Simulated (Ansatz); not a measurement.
# One shape, several levels: CH4ClFOSi (SMILES C[Si](O)(F)Cl)

We compute a comparison of 6 runs (HF/STO-3G, HF/def2-SVP, B3LYP/6-31G*, SVWN5/6-311+G**, MP2/STO-3G) of CH4ClFOSi. 

Program for the calculation: Ansatz 0.2.0.

1 further run of the same task is left out (set aside as unsound or not needed).

## (1) Starting point

CH4ClFOSi has 9 atoms, charge 0, and is taken as a singlet. As SMILES, `C[Si](O)(F)Cl`. Geometry: relaxed at PBE0-D4/def2-TZVP. This is one conformer, not always the lowest.

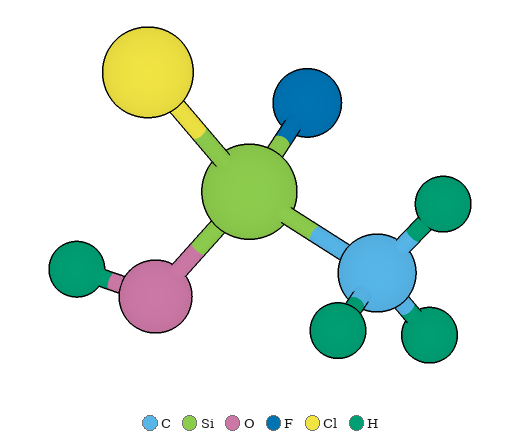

The structure, seen from a chosen angle (carbon blue, silicon green, oxygen pink, fluorine blue, chlorine yellow, hydrogen teal).

## (2) Energy and forces at HF/STO-3G (run 1)

Contents of molecule.yaml:

```yaml
crystal:
  periodic: [false, false, false]
  atoms:
    - {symbol: C, position_ang: [-1.142400, -0.178600, 0.512200]}
    - {symbol: Si, position_ang: [0.561300, 0.218400, -0.038000]}
    - {symbol: O, position_ang: [1.048100, -0.886600, -1.122500]}
    - {symbol: F, position_ang: [1.553300, 0.230300, 1.206200]}
    - {symbol: Cl, position_ang: [0.689400, 2.097500, -0.845100]}
    - {symbol: H, position_ang: [-1.833600, -0.141900, -0.331500]}
    - {symbol: H, position_ang: [-1.476300, 0.534700, 1.267700]}
    - {symbol: H, position_ang: [-1.171800, -1.182300, 0.942400]}
    - {symbol: H, position_ang: [1.860700, -0.738000, -1.608600]}
basis:
  gaussian: {orbitals: STO-3G}
hamiltonian: {xc: hf}
accuracy: high
output: {forces: true, orbitals: {seedname: orbitals}}
```

Command:

```console
$ ansatz run molecule.yaml --threads 1 --pin off --max-ram 2610MiB --events-out events.jsonl --progress --plain --runs-dir runs
```

Log:

```text
Warning: RAYON_NUM_THREADS=1 ignored (pool sized by the plan → 1); use --threads N
Functional definition: HF
  name "HF"
  exchange = exact_x
  correlation = 0
790 factors; integrals over basis functions are off by at most 2.3e-8 eV
mean field evaluation 1: about -25899.9953 eV, gradient 2.7e1 eV
mean field evaluation 2: about -25900.1043 eV, gradient 2.7e1 eV
mean field evaluation 4: about -25903.0802 eV, gradient 1.4e0 eV
mean field evaluation 8: about -25903.0907 eV, gradient 2.4e-2 eV
mean field -25903.09066867 eV, -951.9210243281 hartree, gradient 1.1e-8 eV, S^2 0.000000; 0 other end points of the search recorded, 0 dependent functions left out
the calculation of the forces begins
reference -25903.09066867 eV, -951.9210243281 hartree; 29, 29 occupied and 8, 8 virtual orbitals, 790 factors
Total energy: -25903.09066867 eV, -951.9210243281 hartree
Atom 0 at    -1.142400    -0.178600     0.512200 Å, force    -0.581422    -0.055688     0.013471 eV/Å
Atom 1 at     0.561300     0.218400    -0.038000 Å, force     0.259780    -0.556212     0.529831 eV/Å
Atom 2 at     1.048100    -0.886600    -1.122500 Å, force    -1.247282    -1.078919     0.103628 eV/Å
Atom 3 at     1.553300     0.230300     1.206200 Å, force     0.311484    -0.026206     0.229953 eV/Å
Atom 4 at     0.689400     2.097500    -0.845100 Å, force    -0.019135     1.045406    -0.489680 eV/Å
Atom 5 at    -1.833600    -0.141900    -0.331500 Å, force     0.178760    -0.050759     0.429551 eV/Å
Atom 6 at    -1.476300     0.534700     1.267700 Å, force     0.043421    -0.341034    -0.301104 eV/Å
Atom 7 at    -1.171800    -1.182300     0.942400 Å, force    -0.056449     0.439579    -0.175541 eV/Å
Atom 8 at     1.860700    -0.738000    -1.608600 Å, force     1.110843     0.623833    -0.340110 eV/Å
Dipole moment:    -0.061156    -0.396075     0.081027 e Å
```

It took 1.5 s on 1 thread of Arm Neoverse V1, shared host; peak memory 0.29 GiB.

## (3) Energy and forces at HF/def2-SVP (run 2)

Edit molecule.yaml of step 2 so:

```diff
@@ -1 +1,3 @@
+basis:
+  gaussian: {orbitals: def2-SVP}
 crystal:
@@ -12,4 +14,2 @@
     - {symbol: H, position_ang: [1.860700, -0.738000, -1.608600]}
-basis:
-  gaussian: {orbitals: STO-3G}
 hamiltonian: {xc: hf}
```

Command:

```console
$ ansatz run molecule.yaml --threads 1 --pin off --max-ram 2610MiB --events-out events.jsonl --progress --plain --runs-dir runs
```

Log, shortened:

```text
Warning: RAYON_NUM_THREADS=1 ignored (pool sized by the plan → 1); use --threads N
Functional definition: HF
  name "HF"
[...]
2120 factors; integrals over basis functions are off by at most 8.4e-9 eV
[...]
mean field -26196.76939592 eV, -962.7135184919 hartree, gradient 9.7e-9 eV, S^2 0.000000; 0 other end points of the search recorded, 0 dependent functions left out
[...]
reference -26196.76939592 eV, -962.7135184919 hartree; 29, 29 occupied and 69, 69 virtual orbitals, 2120 factors
Total energy: -26196.76939592 eV, -962.7135184919 hartree
Atom 0 at    -1.142400    -0.178600     0.512200 Å, force    -0.176266     0.007380     0.109076 eV/Å
Atom 1 at     0.561300     0.218400    -0.038000 Å, force    -0.356992    -0.172137    -0.164623 eV/Å
Atom 2 at     1.048100    -0.886600    -1.122500 Å, force     0.868853     0.164321    -0.500452 eV/Å
Atom 3 at     1.553300     0.230300     1.206200 Å, force     0.323530    -0.010892     0.322419 eV/Å
Atom 4 at     0.689400     2.097500    -0.845100 Å, force     0.045989     0.258720    -0.123914 eV/Å
Atom 5 at    -1.833600    -0.141900    -0.331500 Å, force    -0.005335    -0.010755     0.025321 eV/Å
Atom 6 at    -1.476300     0.534700     1.267700 Å, force    -0.037880    -0.028644    -0.000490 eV/Å
Atom 7 at    -1.171800    -1.182300     0.942400 Å, force    -0.016379     0.024135    -0.009541 eV/Å
Atom 8 at     1.860700    -0.738000    -1.608600 Å, force    -0.645521    -0.232129     0.342206 eV/Å
Dipole moment:    -0.106898    -0.157342    -0.149358 e Å
```

Run time: 5.4 s. Hardware: 1 thread of Arm Neoverse V1, shared host; peak memory 0.31 GiB.

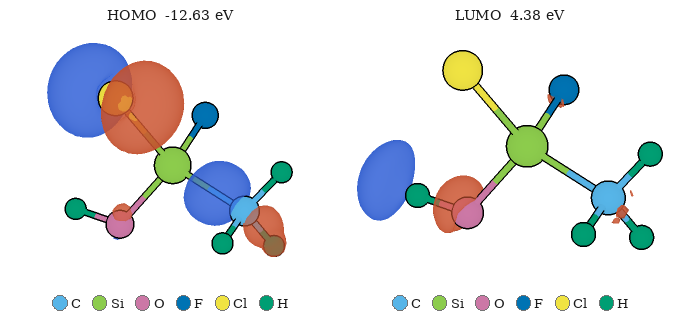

Frontier orbitals of this run, surfaces at ±0.2 Å^-3/2.

Runs 3 to 5 aren't shown in full; the table further down has their settings and results.

## (4) Energy and gradient at MP2/STO-3G (run 6)

Contents of input.yaml:

```yaml
crystal:
  periodic: [false, false, false]
  atoms:
    - symbol: C
      position_ang: [-1.142400, -0.178600, 0.512200]
    - symbol: Si
      position_ang: [0.561300, 0.218400, -0.038000]
    - symbol: O
      position_ang: [1.048100, -0.886600, -1.122500]
    - symbol: F
      position_ang: [1.553300, 0.230300, 1.206200]
    - symbol: Cl
      position_ang: [0.689400, 2.097500, -0.845100]
    - symbol: H
      position_ang: [-1.833600, -0.141900, -0.331500]
    - symbol: H
      position_ang: [-1.476300, 0.534700, 1.267700]
    - symbol: H
      position_ang: [-1.171800, -1.182300, 0.942400]
    - symbol: H
      position_ang: [1.860700, -0.738000, -1.608600]
basis:
  gaussian:
    orbitals: STO-3G
correlation:
  method: mp2
  frozen_orbitals: {C: 1, Cl: 5, F: 1, H: 0, O: 1, Si: 5}
accuracy: high
output: {forces: true, orbitals: {seedname: orbitals}}
```

Command:

```console
$ ansatz run input.yaml --threads 1 --pin off --max-ram 2610MiB --events-out events.jsonl --progress --plain --runs-dir runs
```

Log, shortened:

```text
Warning: RAYON_NUM_THREADS=1 ignored (pool sized by the plan → 1); use --threads N
Functional definition: HF
  name "HF"
[...]
790 factors; integrals over basis functions are off by at most 2.3e-8 eV
[...]
mean field -25903.09066867 eV, -951.9210243281 hartree, gradient 1.1e-8 eV, S^2 0.000000; 0 other end points of the search recorded, 0 dependent functions left out
13 core orbitals not correlated: weight in the atoms' cores, before any rotation towards them, 1.000 or more for the frozen orbitals, at most 0.000 for the correlated occupied ones
reference -25903.09066867 eV, -951.9210243281 hartree; 16, 16 occupied and 8, 8 virtual orbitals, 790 factors
second order -3.71399053 eV of doubles, -0.00000000 eV of singles
[...]
Total energy: -25906.80465920 eV, -952.0575109627 hartree
Atom 0 at    -1.142400    -0.178600     0.512200 Å, force    -0.230842    -0.054300    -0.140968 eV/Å
Atom 1 at     0.561300     0.218400    -0.038000 Å, force     0.467123    -0.381026     0.386526 eV/Å
Atom 2 at     1.048100    -0.886600    -1.122500 Å, force    -2.424181    -1.921433     0.360216 eV/Å
Atom 3 at     1.553300     0.230300     1.206200 Å, force     0.623593    -0.008097     0.717998 eV/Å
Atom 4 at     0.689400     2.097500    -0.845100 Å, force    -0.028587     1.495406    -0.645773 eV/Å
Atom 5 at    -1.833600    -0.141900    -0.331500 Å, force    -0.327940    -0.023751    -0.160945 eV/Å
Atom 6 at    -1.476300     0.534700     1.267700 Å, force    -0.189504     0.168951     0.232393 eV/Å
Atom 7 at    -1.171800    -1.182300     0.942400 Å, force    -0.103360    -0.268913     0.135708 eV/Å
Atom 8 at     1.860700    -0.738000    -1.608600 Å, force     2.213698     0.993162    -0.885155 eV/Å
Dipole moment:    -0.019734    -0.417546     0.089212 e Å
```

It took 1.7 s on 1 thread of Arm Neoverse V1, shared host; peak memory 0.29 GiB.

## (5) The series

| run | level | Cartesian functions | frozen core orbitals | energy (Eh) | dipole moment (D) | HOMO energy (eV) | LUMO energy (eV) | wall time |
| --- | --- | --- | --- | --- | --- | --- | --- | --- |
| 1 | HF/STO-3G | no | – | -951.921024 | 1.96 | -10.34 | 9.79 | 1.5 s |
| 2 | HF/def2-SVP | no | – | -962.713518 | 1.16 | -12.63 | 4.38 | 5.4 s |
| 3 | B3LYP/6-31G* (spherical functions) | no | – | -965.437028 | 1.23 | -8.82 | 1.03 | 14 s |
| 4 | B3LYP/6-31G* (Cartesian functions) | yes | – | -965.445489 | 1.22 | -8.83 | 0.98 | 15 s |
| 5 | SVWN5/6-311+G** | no | – | -961.372717 | 1.21 | -8.03 | -1.00 | 16 s |
| 6 | MP2/STO-3G | no | 13 | -952.057511 | 2.05 | -10.34 | 9.79 | 1.7 s |

## (6) Outcome

| quantity | value |
| --- | --- |
| run 6: total energy | -952.05751 Eh |
| run 6: dipole moment (correlated density) | 2.05 D |
| run 6: HOMO energy (Hartree–Fock orbitals) | -10.34 eV |
| run 6: LUMO energy (Hartree–Fock orbitals) | 9.79 eV |
| run 6: HOMO–LUMO gap (Hartree–Fock orbitals) | 20.12 eV |
| run 6: correlation energy (13 core orbitals frozen) | -136.5 mEh |
| run 6: largest force on an atom | 3.114 eV/Å |

What this shows: The dipole moment (its size) runs from 1.16 D (HF/def2-SVP) to 2.05 D (MP2/STO-3G). The two ends differ in method and basis. Over runs 1, 2, 3, 4, 5 the HOMO–LUMO gap runs from 7.03 eV (SVWN5/6-311+G**) to 20.12 eV (HF/STO-3G). Totals of different functionals can't be ranked against each other. In runs 1, 6 the basis is minimal, so the values are rough. All runs together took 53 s, the longest 16 s.
